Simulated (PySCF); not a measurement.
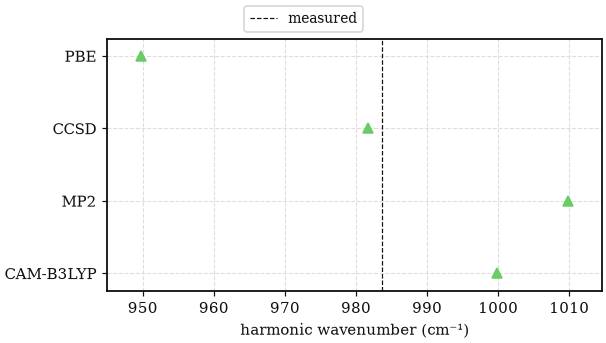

Harmonic wavenumber of KH, singlet at several levels, def2-TZVPP (non-relativistic), PySCF, no spin-orbit coupling, from fits to the bond curves (references: RHF and UKS, as the method has it). The measured value is Huber and Herzberg's. Correlated wave-function values are in the same finite basis, not at its limit.

> Which level comes closest to the line (measured), and which misses most?

Closest CCSD (982 cm⁻¹), against 984 cm⁻¹; farthest PBE (950 cm⁻¹).

> Give the values.

```csv
level,cm⁻¹,less measured
PBE,950,−34
CCSD,982,−2
MP2,1010,26
CAM-B3LYP,1000,16
measured,984,0
```
